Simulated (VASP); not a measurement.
Band structure of GaP (zinc blende). Method: optB86b-vdW, VASP's PBE PAW potentials (set 64) (plane waves; VASP 6.6.1).

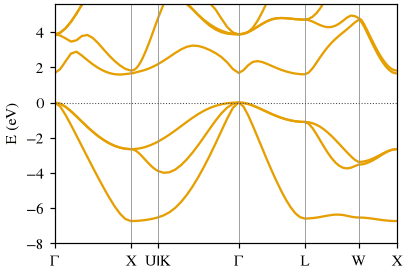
Bands along high-symmetry lines, zero at the valence-band maximum or, without a gap, the Fermi level

Problem. Read the plot: is there a gap, and where are the band edges?

Solution. The gap is indirect, 1.59 eV, from the valence maximum at Γ to the conduction minimum at Γ-X at 0.86. (Edges off the drawn lines would not show.)

Measured: gap 2.43 eV (computed value off by -0.84 eV), as given by Wei Chen et al., Physical Review Materials (2018), doi:10.1103/physrevmaterials.2.073803 [zero-point renormalisation of 0.08 eV added back (the table's ZPR column)].

The compound is GaP in the zinc blende structure. It was relaxed first.
